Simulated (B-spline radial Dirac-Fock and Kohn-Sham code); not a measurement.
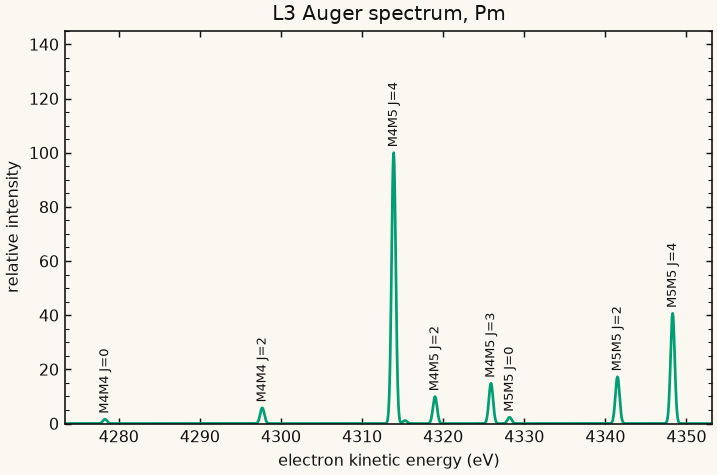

**Figure.** The Auger multiplet of an L3 hole with both final holes in M45, lines labelled by the leading pair of holes and J, broadened by 0.60 eV full width. Kinetic energies count from the vacuum level; very weak lines are left out. Lines are named by their largest jj component, which in light atoms can differ from the customary names. Species: neutral Pm, configuration [Xe] 4f5 6s2. Computed with a B-spline radial code: Dirac–Fock ΔSCF energies in intermediate coupling of the two holes, Coulomb rates, valence shells as spectators.

Describe what the figure shows.

The strongest line is L3-M4M5 J=4 at 4.3139 keV (52 % of the multiplet), followed by L3-M5M5 J=4 at 4.3483 keV (21 %), L3-M5M5 J=2 at 4.3415 keV (8.9 %), L3-M4M5 J=3 at 4.3259 keV (7.7 %). The lines shown span 4.278 keV to 4.348 keV.
